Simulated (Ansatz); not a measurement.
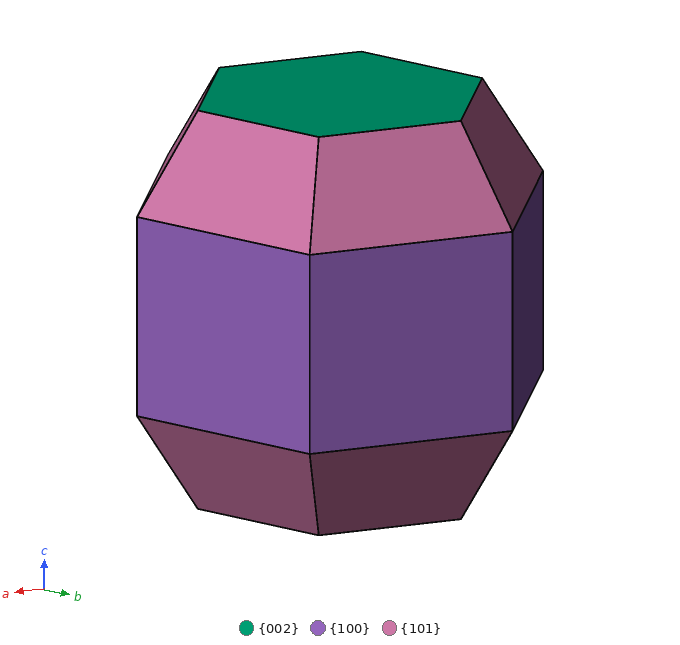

Ru, space group P6_3/mmc (No. 194), a = 2.706 Å, b = 2.706 Å, c = 4.282 Å, α = 90.00°, β = 90.00°, γ = 120.00°. BFDH (Bravais–Friedel–Donnay–Harker) growth shape, computed from the cell and space group alone: each face lies at a distance from the centre proportional to 1/d(hkl), with d taken for the first order that the space group does not extinguish. It ignores bonding, solvent and kinetics. Origin: a calculation's input that goes back to an entry of the Crystallography Open Database (an earlier step may have relaxed or displaced it). Forms under 0.4 % of the area are left out.

> How many faces does the whole crystal have, by form?

20 faces: 6 of {100}, 12 of {101} and 2 of {002}.

> Describe the habit.

It is roughly equant (blocky). Widths along a, b and c stand as 1.00 : 1.00 : 0.95.
